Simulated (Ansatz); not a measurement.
## Ligand exchange: C2H5ClSi2 + AuOH → C2H6OSi2 + AuCl

Species: C2H5ClSi2 `[SiH3]C#C[SiH2]Cl`, singlet; AuOH `[OH][Au]`, singlet; C2H6OSi2 `O[SiH2]C#C[SiH3]`, singlet; AuCl (gold monochloride), singlet. The partners trade Cl for OH: Si–Cl and Au–OH bonds give way to Si–OH and Au–Cl.

Shapes, held fixed at every level: PBE0-D4/def2-TZVP. Flexible molecules stand in one conformer, not always the lowest. Programs: Ansatz 0.2.0. Electronic energies: no zero-point or thermal term.

```tsv
level	kind	ΔE (kJ/mol)	less CCSD(T)/def2-TZVPP
HF/def2-SVP	Hartree–Fock	-167.3	-41.2
PBE-D4/def2-TZVPP	GGA	-107.2	+18.9
wB97M-V/def2-TZVPP	range-separated hybrid	-133.9	-7.8
wB97X-V/def2-TZVPP	range-separated hybrid	-130.9	-4.8
MP2/def2-TZVPP	perturbation theory	-122.1	+4.0
CCSD(T)/def2-SVP	coupled cluster or CI	-115.2	+10.9
CCSD/def2-TZVPP	coupled cluster or CI	-133.9	-7.8
CCSD(T)/def2-TZVPP	coupled cluster or CI	-126.1	0.0
```

The highest level, CCSD(T)/def2-TZVPP, gives ΔE = -126.1 kJ/mol; the levels span -167.3 to -107.2. The column of differences is taken from that level and isn't an error. No measured value is set beside it here. T1 is large for AuOH, AuCl, so single-reference values are less sure there. For atoms past krypton def2 sets carry core potentials with scalar relativity. Correlated rows may include outer-core shells of Au, which these sets cover unevenly.

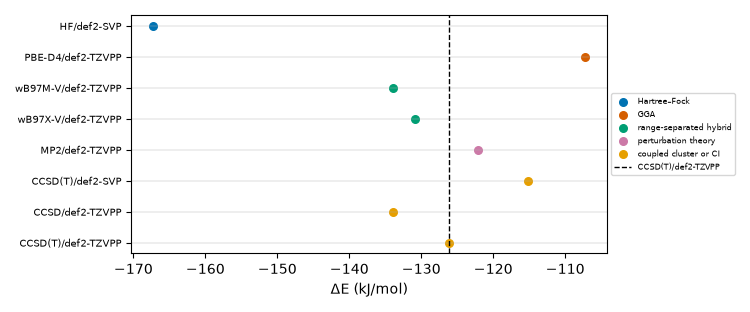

The values of the table, level by level.
